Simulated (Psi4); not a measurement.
**doublet [CF]2+ at 6 levels**

Wanted: a comparison of 6 runs (U-r2SCAN/aug-cc-pVTZ, UBLYP/aug-cc-pVTZ, UM06-L/aug-cc-pVTZ, UOMP2/aug-cc-pVTZ, UMP3/aug-cc-pVTZ, UCCSD(T)/aug-cc-pVTZ) of doublet [CF]2+. 

Program for the calculation: Psi4 1.11.

3 further runs of the same task are left out: 1 that didn't finish, 2 set aside as unsound or not needed.

## (1) Starting point

[CF]2+ has 2 atoms, charge +2, and is taken as a doublet. As SMILES of the parent species, `[C+]F`. The shape is that of a PBE0-D4/def2-TZVP optimisation. That shape belongs to the parent species and isn't relaxed for this state.

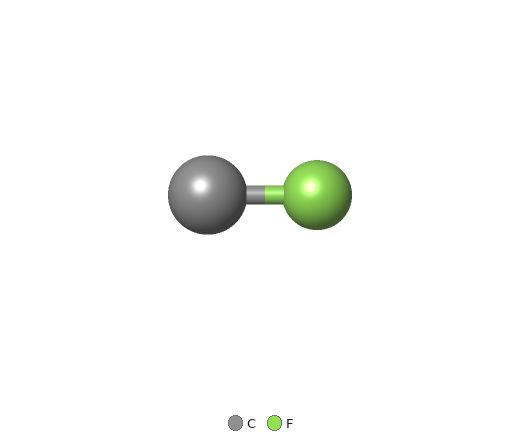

Viewed from a chosen angle; carbon grey, fluorine green.

## (2) Energy and gradient at U-r2SCAN/aug-cc-pVTZ (run 1)

cf.py

```python
import psi4

psi4.set_memory(2200000000)
psi4.set_num_threads(1)
psi4.core.set_output_file('run.log', False)

molecule = psi4.geometry("""
2 2
C      0.492270    -0.160830     0.253170
F     -0.492270     0.160830    -0.253170
units angstrom
symmetry c1
""")

psi4.set_options({
    'reference': 'uks',
    'puream': True,
    'e_convergence': 1e-09,
    'd_convergence': 1e-08,
    'scf_type': 'pk',
    'dft_radial_points': 99,
    'dft_spherical_points': 590,
    'maxiter': 100,
})

result, w = psi4.gradient('r2scan/aug-cc-pVTZ', return_wfn=True)
psi4.oeprop(w, 'DIPOLE', 'QUADRUPOLE', 'MULLIKEN_CHARGES', title='R2SCAN')
print('gradient / Eh bohr^-1')
print(result.np.round(6))
print(f'energy = {w.energy():.10f} Eh')
```

On the command line:

```console
python cf.py
```

run.log:

```text
[...]
  Running in c1 symmetry.
[...]
  Nuclear repulsion =   24.785948803402466
[...]
  Multiplicity = 2
[...]
  Nalpha       = 7
  Nbeta        = 6
[...]
    Number of basis functions: 92
[...]
   @UKS iter   1:  -136.42473258247327    1.16142e+00   3.20933e-03 ADIIS/DIIS
[...]
   @UKS iter  10:  -136.48551447432024   -8.47251e-11   7.58028e-09 DIIS
[...]
   @S^2 Observed:                7.709042592E-01
[...]
  @UKS Final Energy:  -136.48551447432024
   => Energetics <=
    Nuclear Repulsion Energy =             24.7859488034024658
    One-Electron Energy =                -225.2047678386695679
    Two-Electron Energy =                  78.8549188953773665
    DFT Exchange-Correlation Energy =     -14.9216143344305276
    Empirical Dispersion Energy =           0.0000000000000000
    VV10 Nonlocal Energy =                  0.0000000000000000
    Total Energy =                       -136.4855144743202402
[...]
  -Total Gradient:
     Atom            X                  Y                   Z
    ------   -----------------  -----------------  -----------------
       1        0.000000000000    -0.000000000000     0.044658423619
       2        0.000000000000     0.000000000000    -0.044454447867
[...]
  Mulliken Charges: (a.u.)
   Center  Symbol    Alpha    Beta     Spin     Total
       1     C     2.82545  1.76851  1.05694  1.40603
       2     F     4.17455  4.23149 -0.05694  0.59397
   Total alpha =  7.00000, Total beta =  6.00000, Total charge =  2.00000
```

The script printed:

```text
gradient / Eh bohr^-1
[[ 0.       -0.        0.044658]
 [ 0.        0.       -0.044454]]
energy = -136.4855144743 Eh
```

Run time: 53 s. Hardware: 1 thread of Intel Xeon at 2.50GHz (Skylake/Cascade Lake), shared host; peak memory 1.1 GiB.

## (3) The energy at UBLYP/aug-cc-pVTZ (run 2)

cf.in

```
memory 2200 mb

molecule m {
  2 2
  C      0.492270    -0.160830     0.253170
  F     -0.492270     0.160830    -0.253170
  units angstrom
  symmetry c1
}

set {
  basis                aug-cc-pVTZ
  reference            uks
  puream               true
  e_convergence        1e-09
  d_convergence        1e-08
  scf_type             pk
  dft_radial_points    99
  dft_spherical_points 590
  maxiter              100
}

energy_value, wavefunction = energy("blyp", return_wfn=True)
oeprop(wavefunction, "MULLIKEN_CHARGES", "DIPOLE", "QUADRUPOLE", title="BLYP")
print_variables()
```

On the command line:

```console
psi4 cf.in cf.out -n 1
```

cf.out:

```text
[...]
  Running in c1 symmetry.
[...]
  Nuclear repulsion =   24.785948803402466
[...]
  Multiplicity = 2
[...]
  Nalpha       = 7
  Nbeta        = 6
[...]
    Number of basis functions: 92
[...]
   @UKS iter   1:  -136.49719559556891    1.17777e+00   2.76631e-03 ADIIS/DIIS
[...]
   @UKS iter  10:  -136.54076168680561   -4.74643e-12   1.52504e-09 DIIS
[...]
   @S^2 Observed:                7.585713604E-01
[...]
  @UKS Final Energy:  -136.54076168680561
   => Energetics <=
    Nuclear Repulsion Energy =             24.7859488034024658
    One-Electron Energy =                -225.1905521514030966
    Two-Electron Energy =                  78.8287066379571399
    DFT Exchange-Correlation Energy =     -14.9648649767621187
    Empirical Dispersion Energy =           0.0000000000000000
    VV10 Nonlocal Energy =                  0.0000000000000000
    Total Energy =                       -136.5407616868056095
[...]
 Multipole Moments:
 ------------------------------------------------------------------------------------
     Multipole            Electronic (a.u.)      Nuclear  (a.u.)        Total (a.u.)
 ------------------------------------------------------------------------------------
 L = 1.  Multiply by 2.5417464519 to convert [e a0] to [Debye]
 Dipole X            :          0.0000000           -0.0000000            0.0000000
 Dipole Y            :          0.0000000            0.0000000            0.0000000
 Dipole Z            :          1.1813816            0.4210233            1.6024049
 Magnitude           :                                                    1.6024049
 L = 2.  Multiply by 1.3450342976 to convert [e a0^2] to [Debye ang]
 Quadrupole XX       :         -4.5279635            0.0000000           -4.5279635
 Quadrupole XY       :         -0.0000000           -0.0000000           -0.0000000
[...]
```

Run time: 19 s. Hardware: 1 thread of Intel Xeon at 2.50GHz (Skylake/Cascade Lake), shared host; peak memory 0.65 GiB.

## (4) Energy and gradient at UM06-L/aug-cc-pVTZ (run 3)

cf.xyz

```xyz
2
CF
C      0.492270    -0.160830     0.253170
F     -0.492270     0.160830    -0.253170
```

run.py

```python
import psi4

psi4.set_memory(2200000000)
psi4.set_num_threads(1)
psi4.core.set_output_file('output.dat', False)

with open('cf.xyz') as f:
    atoms = ''.join(f.readlines()[2:])
mol = psi4.geometry('2 2\n' + atoms + 'symmetry c1')

options = {'basis': 'aug-cc-pVTZ', 'reference': 'uks', 'puream': True, 'e_convergence': 1e-09, 'd_convergence': 1e-08, 'scf_type': 'pk', 'dft_radial_points': 99, 'dft_spherical_points': 590, 'maxiter': 100}
psi4.set_options(options)

e, wfn = psi4.gradient('m06-l', molecule=mol, return_wfn=True)
psi4.oeprop(wfn, 'WIBERG_LOWDIN_INDICES', 'LOWDIN_CHARGES', 'MAYER_INDICES', title='M06-L')
print('gradient / Eh bohr^-1')
print(e.np.round(6))
print(f'energy = {wfn.energy():.10f} Eh')
```

On the command line:

```console
python run.py
```

output.dat:

```text
[...]
  Running in c1 symmetry.
[...]
  Nuclear repulsion =   24.785948803402466
[...]
  Multiplicity = 2
[...]
  Nalpha       = 7
  Nbeta        = 6
[...]
    Number of basis functions: 92
[...]
   @UKS iter   1:  -136.46858230006029    1.14442e+00   3.36804e-03 ADIIS/DIIS
[...]
   @UKS iter  20:  -136.53450787722420   -5.21538e-11   9.50598e-09 DIIS
[...]
   @S^2 Observed:                7.651004295E-01
[...]
  @UKS Final Energy:  -136.53450787722420
   => Energetics <=
    Nuclear Repulsion Energy =             24.7859488034024658
    One-Electron Energy =                -225.2357752982281340
    Two-Electron Energy =                  78.9024151765861461
    DFT Exchange-Correlation Energy =     -14.9870965589846747
    Empirical Dispersion Energy =           0.0000000000000000
    VV10 Nonlocal Energy =                  0.0000000000000000
    Total Energy =                       -136.5345078772242005
[...]
  -Total Gradient:
     Atom            X                  Y                   Z
    ------   -----------------  -----------------  -----------------
       1        0.000000000003    -0.000000000006     0.051175654437
       2       -0.000000000003     0.000000000006    -0.051183462650
[...]
```

The script printed:

```text
gradient / Eh bohr^-1
[[ 0.       -0.        0.051176]
 [-0.        0.       -0.051183]]
energy = -136.5345078772 Eh
```

Wall time 54 s (1 thread of Intel Xeon at 2.50GHz (Skylake/Cascade Lake), shared host); peak memory 1.1 GiB.

Runs 4 to 5 aren't shown in full; the table further down has their settings and results.

## (5) The energy at UCCSD(T)/aug-cc-pVTZ (run 6)

input.dat

```
memory 2.2 GB

molecule {
  2 2
  C      0.492270    -0.160830     0.253170
  F     -0.492270     0.160830    -0.253170
  symmetry c1
  no_reorient
  no_com
}

set {
  basis aug-cc-pVTZ
  reference uhf
  puream true
  e_convergence 1e-09
  d_convergence 1e-08
  scf_type pk
  num_frozen_docc 2
  maxiter 100
}

energy("ccsd(t)")
print_variables()
```

On the command line:

```console
psi4 -n 1 input.dat output.dat
```

output.dat:

```text
[...]
  Running in c1 symmetry.
[...]
  Nuclear repulsion =   24.785948803402469
[...]
  Multiplicity = 2
[...]
  Nalpha       = 7
  Nbeta        = 6
[...]
    Number of basis functions: 92
[...]
   @UHF iter   1:  -135.82352269865899    9.10830e-01   5.62676e-03 DIIS/ADIIS
[...]
   @UHF iter  13:  -135.98363474738605   -1.35572e-11   4.25006e-09 DIIS
[...]
   @S^2 Observed:                7.735156214E-01
[...]
  @UHF Final Energy:  -135.98363474738605
   => Energetics <=
    Nuclear Repulsion Energy =             24.7859488034024693
    One-Electron Energy =                -225.2057704639445888
    Two-Electron Energy =                  64.4361869131560638
    Total Energy =                       -135.9836347473860485
  UHF NO Occupations:
  HONO-2 :    5  A 1.9942342
  HONO-1 :    6  A 1.9942342
[...]
 Multipole Moments:
 ------------------------------------------------------------------------------------
     Multipole            Electronic (a.u.)      Nuclear  (a.u.)        Total (a.u.)
 ------------------------------------------------------------------------------------
 L = 1.  Multiply by 2.5417464519 to convert [e a0] to [Debye]
 Dipole X            :          3.9977121           -2.7907664            1.2069457
 Dipole Y            :         -1.3060963            0.9117740           -0.3943224
 Dipole Z            :          2.0559871           -1.4352659            0.6207212
 Magnitude           :                                                    1.4133304
[...]
      * MP2 total energy                      = -136.315979478230645
[...]
      * CCSD total energy                     = -136.313890234080105
[...]
      * CCSD(T) total energy                     = -136.330818174665978
[...]
```

Wall time 2.3 min (1 thread of Intel Xeon at 2.50GHz (Skylake/Cascade Lake), shared host); peak memory 1.1 GiB.

## (6) All runs side by side

```
run                                                level      task  frozen core orbitals  energy (Eh)  HOMO energy (eV)  LUMO energy (eV)   ⟨S²⟩  wall time
  1                                 U-r2SCAN/aug-cc-pVTZ  gradient                     0  -136.485514            -35.74            -29.31  0.771       53 s
  2                                    UBLYP/aug-cc-pVTZ    energy                     0  -136.540762            -34.75            -30.70  0.759       19 s
  3                                   UM06-L/aug-cc-pVTZ  gradient                     0  -136.534508            -35.29            -33.27  0.765       54 s
  4  UOMP2/aug-cc-pVTZ (density fitting for correlation)    energy                     2  -136.328548            -43.04            -23.56  0.774      5 min
  5                                     UMP3/aug-cc-pVTZ    energy                     2  -136.302040            -43.04            -23.56  0.774       33 s
  6                                 UCCSD(T)/aug-cc-pVTZ    energy                     2  -136.330818            -43.04            -23.56  0.774    2.3 min
```

## (7) What came out

```
                                                         quantity          value
                                              run 6: total energy  -136.33082 Eh
run 6: HOMO energy (Hartree–Fock orbitals) (highest over α and β)      -43.04 eV
 run 6: LUMO energy (Hartree–Fock orbitals) (lowest over α and β)      -23.56 eV
               run 6: correlation energy (2 core orbitals frozen)     -347.2 mEh
                                            run 6: (T) correction     -16.93 mEh
                         run 6: ⟨S²⟩ of the reference determinant          0.774
                                             run 6: T1 diagnostic          0.043
```

What this shows: Totals of different functionals can't be ranked against each other. All runs together took 10 min, the longest 5 min.
